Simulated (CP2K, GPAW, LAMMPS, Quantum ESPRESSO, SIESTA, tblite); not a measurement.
**Amorphous SiO1.7 (154 atoms): one structure in several programs**

How near do other programs and methods come to a plane-wave reference for amorphous SiO1.7 (154 atoms)? A plane-wave run serves as the reference.

Calculated with Quantum ESPRESSO 7.5; Kohn-Sham DFT, PBE, SSSP efficiency 1.3.0 pseudopotentials, plane waves.

### Step 1. Starting point

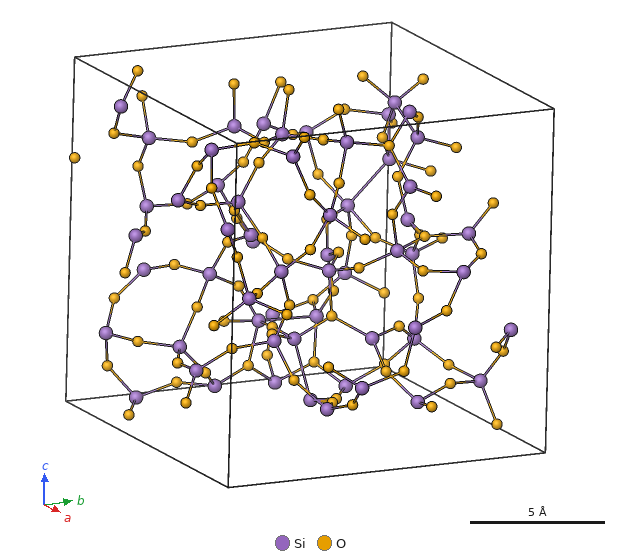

The cell as given, slightly off an axis (silicon purple, oxygen orange). Bonds to atoms that aren't drawn are left out. Some periodic images of atoms are drawn too.

The cell holds 154 atoms: 57 Si and 97 O. Its edges and angles: a = 13.312 Å, b = 13.312 Å, c = 13.312 Å, α = 90.0°, β = 90.0°, γ = 90.0°. 154 atoms (57 Si, 97 O) placed at random at 2.22 g/cm³, melted at 5000 K for 10 ps at fixed volume with the Tersoff Si-O potential (Munetoh et al., Comput. Mater. Sci. 39, 334 (2007)). Quenched from 5000 K to 100 K at 300 K/ps and fixed volume, held 5 ps.

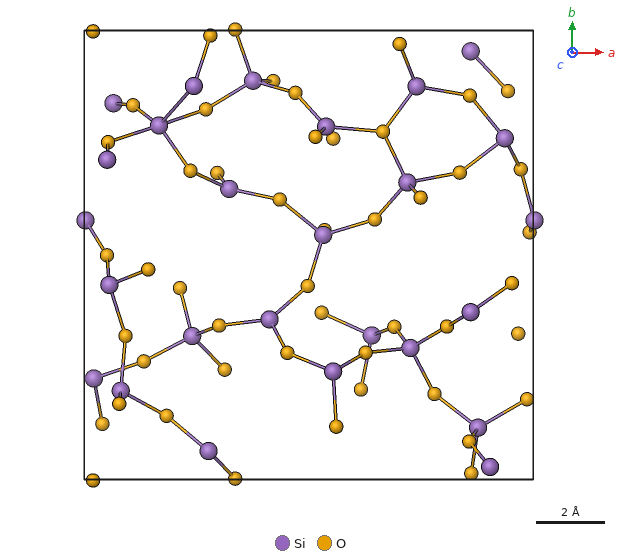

A slice 6 Å thick through the middle of the cell. Bonds to atoms that aren't drawn are left out.

### Step 2. Plane-wave reference

File pw.in:

```
&control
  calculation = 'scf'
  pseudo_dir = './pseudo'
  outdir = './tmp'
  disk_io = 'none'
  tprnfor = .true.
  tstress = .true.
/
&system
  ibrav = 0
  nat = 154
  ntyp = 2
  ecutwfc = 60
  ecutrho = 480
  nosym = .true.
  occupations = 'smearing'
  smearing = 'fd'
  degauss = 0.003675
/
&electrons
  conv_thr = 7.7e-07
  electron_maxstep = 100
  mixing_beta = 0.4
  mixing_mode = 'plain'
  diagonalization = 'david'
/
ATOMIC_SPECIES
Si 28.085 Si.upf
O 15.999 O.upf
CELL_PARAMETERS angstrom
13.31250 0.00000 0.00000
0.00000 13.31250 0.00000
0.00000 0.00000 13.31250
ATOMIC_POSITIONS crystal
Si 0.97636 0.42763 0.23991
Si 0.16672 0.78854 0.53092
Si 0.02154 0.22506 0.36472
Si 0.23792 0.34600 0.06933
Si 0.11042 0.94005 0.76624
Si 0.08147 0.19759 0.56714
Si 0.05607 0.43346 0.59837
Si 0.21831 0.67219 0.23445
Si 0.70460 0.69680 0.94735
Si 0.00292 0.57709 0.40704
Si 0.71972 0.66155 0.55154
Si 0.06527 0.83797 0.30450
[... 138 atom lines left out ...]
O 0.55465 0.75916 0.28057
O 0.05324 0.75136 0.59739
O 0.40136 0.39773 0.81288
O 0.14264 0.46797 0.68352
K_POINTS gamma
```

The run is started by

```sh
> OMP_NUM_THREADS=1 mpirun -np 2 pw.x -in pw.in > output.txt
```

Numbers of over 12 decimals in the logs are rounded to 6 here.

The program printed:

```text
Program PWSCF
     gamma-point specific algorithms are used
     Parallelization info
     sticks:   dense  smooth     PW     G-vecs:    dense   smooth      PW
     Min       12089    6038   1499              1413747   499662   62242
     Max       12092    6039   1502              1413752   499667   62245
     Sum       24181   12077   3001              2827499   999329  124487
     bravais-lattice index     =            0
     lattice parameter (alat)  =      25.1570  a.u.
     unit-cell volume          =   15921.1877 (a.u.)^3
     number of atoms/cell      =          154
     number of atomic types    =            2
     number of electrons       =       810.00
     number of Kohn-Sham states=          486
     kinetic-energy cutoff     =      60.0000  Ry
[... lines left out ...]
     scf convergence threshold =      7.7E-07
[... lines left out ...]
     number of k points=     1  Fermi-Dirac smearing, width (Ry)=  0.0037
[... lines left out ...]
     total energy              =   -4690.29685814 Ry
[... lines left out ...]
     total energy              =   -4699.22022937 Ry
[... lines left out ...]
     total energy              =   -4699.71717714 Ry
[... lines left out ...]
     c_bands:  1 eigenvalues not converged
[... lines left out ...]
     total energy              =   -4701.02383541 Ry
[... lines left out ...]
     total energy              =   -4701.02383543 Ry
[... lines left out ...]
   -18.5191 -18.4040 -17.9095 -17.6485 -17.6152 -17.5507 -17.5028 -17.4686
   -17.4260 -17.3878 -17.3599 -17.3122 -17.2976 -17.2485 -17.2231 -17.1957
[...]
9.2282   9.2448   9.2720   9.3119   9.3893   9.4312   9.4337   9.4953
     9.5073   9.5444   9.5772   9.6542   9.6784   9.7099   9.7328   9.7682
     9.8148   9.8545   9.8721   9.9113   9.9221   9.9721
     the Fermi energy is     5.7328 ev
!    total energy              =   -4701.02383538 Ry
     estimated scf accuracy    <       0.00000016 Ry
     smearing contrib. (-TS)   =      -0.02021164 Ry
     internal energy E=F+TS    =   -4701.00362374 Ry
     The total energy is F=E-TS. E is the sum of the following terms:
     one-electron contribution =   -2794.62137842 Ry
     hartree contribution      =    1799.46510506 Ry
     xc contribution           =   -1086.25179828 Ry
     ewald contribution        =   -1697.45643445 Ry
     one-center paw contrib.   =    -922.13911765 Ry
     convergence has been achieved in  29 iterations
     Forces acting on atoms (cartesian axes, Ry/au):
     atom    1 type  1   force =     0.08499567   -0.01550419   -0.04040851
     atom    2 type  1   force =     0.12396371    0.05491315   -0.04755030
     atom    3 type  1   force =     0.07291138    0.05723615   -0.11053287
[...]
atom  153 type  2   force =     0.00463216    0.01532865   -0.00180772
     atom  154 type  2   force =    -0.03282097   -0.07076969   -0.04319726
     Total force =     1.186537     Total SCF correction =     0.001301
     Computing stress (Cartesian axis) and pressure
          total   stress  (Ry/bohr**3)                   (kbar)     P=       18.46
   0.00008309   0.00009158  -0.00015537           12.22       13.47      -22.86
   0.00009158   0.00028173   0.00005909           13.47       41.44        8.69
  -0.00015537   0.00005909   0.00001160          -22.86        8.69        1.71
     Message from routine punch:
     Nothing written, as per user request (disk_io='none')
```

The job ended after 43 min (2 MPI ranks of Arm Neoverse V2, shared host; peak memory 10 GiB; 87 min of CPU time).

Banners, paths, timers and routine set-up lines are dropped from the logs unmarked, and long logs keep their key lines alone; longer cuts are marked.

Numbers from this run:

- r.m.s. force component: 1.419 eV/Å
- longest force: 7.09 eV/Å
- pressure: 1.846 GPa

### Step 3. Local order

Density 2.22 g/cm³, 15.32 Å³ an atom.

Pair distribution functions g(r), in bins of 0.2 Å:

| r (Å) | total | O-O | O-Si | Si-Si |
| --- | --- | --- | --- | --- |
| 1.50 | 0.06 | 0.00 | 0.14 | 0.00 |
| 1.70 | 5.72 | 0.00 | 12.29 | 0.00 |
| 1.90 | 0.02 | 0.00 | 0.05 | 0.00 |
| 2.10 | 0.11 | 0.28 | 0.00 | 0.00 |
| 2.30 | 0.28 | 0.59 | 0.00 | 0.32 |
| 2.50 | 0.66 | 1.47 | 0.06 | 0.38 |
| 2.70 | 1.27 | 3.08 | 0.09 | 0.00 |
| 2.90 | 1.09 | 2.08 | 0.27 | 1.01 |
| 3.10 | 1.08 | 0.73 | 0.55 | 3.88 |
| 3.30 | 0.80 | 0.40 | 0.75 | 2.12 |
| 3.50 | 0.85 | 0.68 | 1.20 | 0.14 |
| 3.70 | 1.01 | 0.73 | 1.42 | 0.46 |
| 3.90 | 1.01 | 0.68 | 1.31 | 0.95 |
| 4.10 | 1.03 | 0.77 | 1.39 | 0.55 |
| 4.30 | 1.22 | 0.87 | 1.54 | 1.12 |
| 4.50 | 1.04 | 1.09 | 1.07 | 0.80 |
| 4.70 | 0.92 | 1.01 | 0.86 | 0.86 |
| 4.90 | 0.90 | 1.04 | 0.71 | 1.16 |
| 5.10 | 0.96 | 1.25 | 0.68 | 1.02 |
| 5.30 | 1.07 | 1.36 | 0.84 | 1.01 |
| 5.50 | 0.99 | 1.01 | 0.87 | 1.35 |
| 5.70 | 1.00 | 1.01 | 0.97 | 1.08 |
| 5.90 | 0.99 | 0.85 | 1.10 | 1.06 |
| 6.10 | 1.01 | 0.90 | 1.14 | 0.89 |
| 6.30 | 0.99 | 0.96 | 1.04 | 0.87 |
| 6.50 | 1.00 | 0.92 | 1.10 | 0.93 |

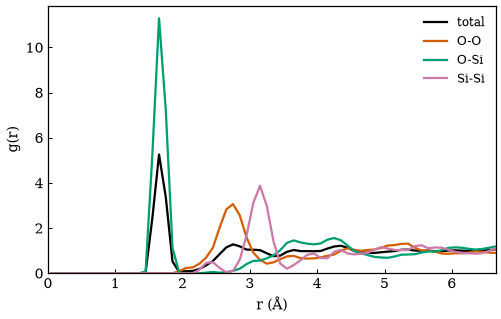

Pair distribution functions, lightly smoothed.

Bonds by pair of elements; cutoffs follow the first minimum of g(r), held within bounds set by covalent radii, and pairs that aren't listed don't count as bonded (cutoffs were set anew for this text, so counts can differ from the run's own analysis):

| pair A-B | cutoff (Å) | bonds | mean length (Å) | spread (Å) | shortest (Å) | B about A | A about B |
| --- | --- | --- | --- | --- | --- | --- | --- |
| O-Si | 2.16 | 204 | 1.67 | 0.04 | 1.6 | 2.10 | 3.58 |
| Si-Si | 2.51 | 7 | 2.41 | 0.08 | 2.31 | 0.246 | 0.246 |

How many atoms have how many bonded neighbours:

| element | mean | 2 | 3 | 4 | 5 |
| --- | --- | --- | --- | --- | --- |
| O | 2.10 | 87 | 10 | 0 | 0 |
| Si | 3.83 | 0 | 14 | 39 | 4 |

Oxygen atoms by the number of network formers (Si, P, Ge, B, Al, As, Ga) bound to them:

| network formers bound to O | O atoms | per cent |
| --- | --- | --- |
| 0 | 0 | 0 |
| 1 | 0 | 0 |
| 2 | 87 | 89.7 |
| 3 | 10 | 10.3 |

Network units: each former by its oxygen neighbours and how many of them bridge to another former:

| former | O neighbours | bridging O | atoms |
| --- | --- | --- | --- |
| Si | 2 | 2 | 2 |
| Si | 3 | 3 | 22 |
| Si | 4 | 4 | 31 |
| Si | 5 | 5 | 2 |

Rings of the network by King's shortest-path rule, up to 12 atoms, one path for each pair of neighbours; H, halogens, alkali and alkaline-earth atoms are left out, and the last column divides by all other atoms, bonded or not:

| ring size (atoms) | rings | per network atom |
| --- | --- | --- |
| 5 | 1 | 0.006 |
| 6 | 4 | 0.026 |
| 7 | 6 | 0.039 |
| 8 | 12 | 0.078 |
| 9 | 5 | 0.032 |
| 10 | 14 | 0.091 |
| 11 | 15 | 0.097 |
| 12 | 30 | 0.195 |

### Step 4. What was run beside it

The programs:
- CP2K 2026.2: Gaussian basis with GTH pseudopotentials and a plane-wave density; labels give functional, basis (MOLOPT sets; SR short-range, UZH the newer set with its own potentials), grid cutoff/relative cutoff and solver (OT: orbital transformation; TRS4, TC2, SIGN: linear-scaling purification with its sparsity filter), or its built-in tight binding.
- GPAW 26.7.0: PAW with atomic orbitals (LCAO), plane waves or a real-space grid of spacing h.
- SIESTA 5.4.2: numerical atomic orbitals, whose automatically made sets are far from complete, with PseudoDojo norm-conserving potentials that we converted to its format (checked against plane waves on the same files for H, C, O, Si, Ge and Ca alone); labels give functional, basis size, energy shift and mesh cutoff.
- tblite 0.8.0: extended tight binding, driven from Python.

All use the same cell and atoms; the electronic-structure runs use the same k-mesh, and an electronic temperature of 580 K (0.05 eV) where levels are smeared.

Differences are against the plane-wave reference, forces as r.m.s. over components; share is that over the reference's r.m.s. force, slope the least-squares factor from reference forces to these. Total energies of different programs have different zeros and aren't compared.

| run | Δ force, r.m.s. (meV/Å) | share (%) | slope | Δ pressure (GPa) | cores | CPU time | memory (GiB) |
| --- | --- | --- | --- | --- | --- | --- | --- |
| reference | - | - | - | - | 2 | 87 min | 10 |
| CP2K PBE, DZVP-MOLOPT-SR, 600/50 Ry, diagonalisation | 117 | 8.22 | 1.017 | 1.01 | 4 | 15 min | 8.1 |
| CP2K PBE, DZVP-UZH, 600/50 Ry, diagonalisation | 91.5 | 6.45 | 1.018 | 0.853 | 4 | 19 min | 8.3 |
| CP2K PBE, SZV-MOLOPT-SR, 600/50 Ry, diagonalisation (coarse) | 778 | 54.8 | 1.097 | 22.3 | 2 | 9.5 min | 6.4 |
| GPAW PBE, LCAO dzp, h 0.18 Å | 297 | 21.0 | 1.025 | - | 4 | 15 min | 4.1 |
| GPAW PBE, LCAO dzp, h 0.18 Å, other mixer settings | 298 | 21.0 | 1.025 | - | 4 | 20 min | 4.0 |
| GPAW PBE, LCAO dzp, h 0.25 Å (coarse) | 778 | 54.8 | 1.018 | - | 2 | 8.2 min | 1.8 |
| GPAW PBE, LCAO sz(dzp), h 0.18 Å (coarse) | 714 | 50.3 | 1.033 | - | 1 | 2.4 min | 1.9 |
| SIESTA PBE, DZP, shift 0.01 Ry, mesh 500 Ry | 169 | 11.9 | 1.018 | 2.91 | 4 | 16 min | 3.6 |
| tblite GFN2-xTB | 628 | 44.2 | 0.829 | -6.23 | 1 | 25 s | 0.2 |

Rows marked coarse were listed beforehand as settings not expected to be converged; some can still land near the reference.

CPU time is summed over cores on a shared host, where runs went side by side, so it is rough. Symmetry, cutoffs, thresholds, outputs and thread counts weren't matched or tuned between programs; memory under MPI is the largest rank's times the ranks.

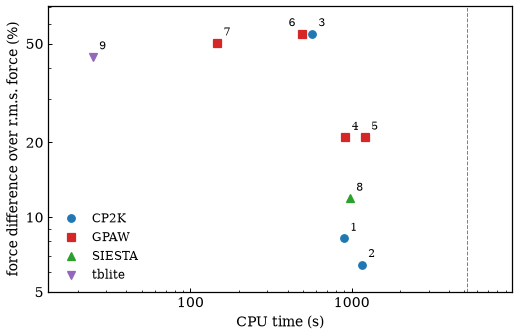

Force difference against CPU time; the dashed line marks the reference's time. Points: 1 CP2K PBE, DZVP-MOLOPT-SR, 600/50 Ry, diagonalisation; 2 CP2K PBE, DZVP-UZH, 600/50 Ry, diagonalisation; 3 CP2K PBE, SZV-MOLOPT-SR, 600/50 Ry, diagonalisation; 4 GPAW PBE, LCAO dzp, h 0.18 Å; 5 GPAW PBE, LCAO dzp, h 0.18 Å, other mixer settings; 6 GPAW PBE, LCAO dzp, h 0.25 Å; 7 GPAW PBE, LCAO sz(dzp), h 0.18 Å; 8 SIESTA PBE, DZP, shift 0.01 Ry, mesh 500 Ry; 9 tblite GFN2-xTB.

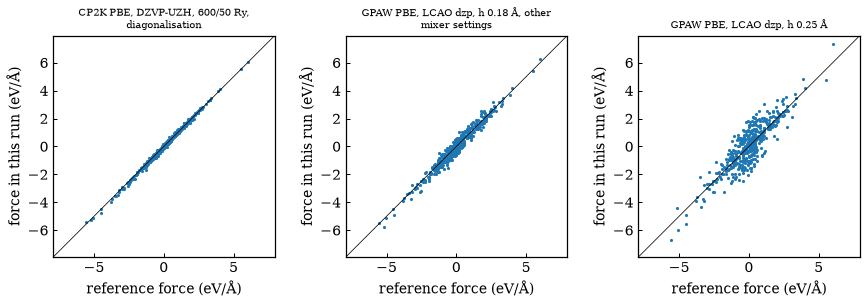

Force components against those of the reference; the line marks equality.

Runs without a result: tblite GFN1-xTB (not converged, the SCF not settling).

Mean charges by element (e), by run and scheme:

| run | scheme | Si | O |
| --- | --- | --- | --- |
| CP2K PBE, DZVP-MOLOPT-SR, 600/50 Ry, diagonalisation | Mulliken | +0.75 | -0.44 |
| CP2K PBE, DZVP-MOLOPT-SR, 600/50 Ry, diagonalisation | Hirshfeld | +0.47 | -0.28 |
| CP2K PBE, DZVP-UZH, 600/50 Ry, diagonalisation | Mulliken | +0.89 | -0.52 |
| CP2K PBE, DZVP-UZH, 600/50 Ry, diagonalisation | Hirshfeld | +0.46 | -0.27 |
| SIESTA PBE, DZP, shift 0.01 Ry, mesh 500 Ry | Hirshfeld | +0.35 | -0.21 |
| tblite GFN2-xTB | Mulliken | +0.58 | -0.34 |

Within one program, basis, potentials and functional, energies share a zero. Each run against its twin at the usual cutoff or grid and solver:

| run | twin | Δ energy (meV/atom) | Δ force, r.m.s. (meV/Å) | CPU time over the twin's |
| --- | --- | --- | --- | --- |
| GPAW PBE, LCAO dzp, h 0.18 Å, other mixer settings | LCAO dzp, h 0.18 Å | -1.0e-4 | 5.29 | 1.3 |
| GPAW PBE, LCAO dzp, h 0.25 Å | LCAO dzp, h 0.18 Å | 397 | 726 | 0.54 (this twin ran on 4 cores) |

### Step 5. Summary of results

| Quantity | Value |
| --- | --- |
| reference r.m.s. force component | 1.42 eV/Å |
| nearest in forces | CP2K PBE, DZVP-UZH, 600/50 Ry, diagonalisation, 6.4 % |
| farthest in forces | a tie at 55 % of 2 runs: CP2K PBE, SZV-MOLOPT-SR, 600/50 Ry, diagonalisation (coarse); GPAW PBE, LCAO dzp, h 0.25 Å (coarse) |
| cheapest electronic-structure run beside the reference | tblite GFN2-xTB, 25 s of CPU time |

What this shows: The PBE runs in local orbitals, coarse settings apart, differ by 6.4 % (CP2K PBE, DZVP-UZH, 600/50 Ry, diagonalisation) to 21 % (GPAW PBE, LCAO dzp, h 0.18 Å, other mixer settings); basis, grid and potentials can all enter. Tight binding differs by 44 % (tblite GFN2-xTB); it is another model, with fitted parameters of its own, and the xTB methods hold dispersion. Runs with settings chosen to be coarse differ by 50 % (GPAW PBE, LCAO sz(dzp), h 0.18 Å) to 55 % (GPAW PBE, LCAO dzp, h 0.25 Å), their programs' other errors included. Of the electronic-structure runs that take under half the reference's CPU time, CP2K PBE, DZVP-UZH, 600/50 Ry, diagonalisation comes nearest, at 6.4 % in 19 min against 87 min. In pressure, CP2K PBE, SZV-MOLOPT-SR, 600/50 Ry, diagonalisation misses by +22.3 GPa, at the same functional. Charges hang on model, scheme and program or settings: among these rows the mean for Si runs from +0.35 to +0.89 e. In the reference: levels near the Fermi energy are neither full nor empty under the smearing, so no gap is quoted. In the reference: first main peaks of g(r), for some of the pairs, lie near 2.7 Å (O-O), 1.7 Å (O-Si) and 3.1 Å (Si-Si). Periodic xTB results under one method name differ between programs and library versions. The reference's pressure holds the uncorrected Pulay stress of its 60 Ry basis, so small pressure differences, and their order, may be the reference's own error. The quench rate of 300 K/ps is many orders above laboratory rates, so the cell is likely richer in defects and strain than a real sample. The network of bonds at the start is that of the classical potential that made the cell, and needn't be the one that DFT or experiment would give. The reference's stress is far from hydrostatic: its diagonal is 1.2, 4.1, 0.2 GPa, compression counted positive. The electronic-structure runs sample only Γ, in a cell whose shortest periodic width is 13 Å, which is coarse for a cell with partly filled levels.

[Also dropped from logs without a mark: logging warnings of Python, and SIESTA's first energy breakdown and zero terms.]

[Logs are printed without paths, hosts, clocks, repeated set-up lines and the standing remarks that a program may print on its own settings, such as how far it seeks lower states.]

[Hosts, paths, dates, database ids (printed as entryN), source tags and the programs' standing remarks are cut or masked in the printed files.]
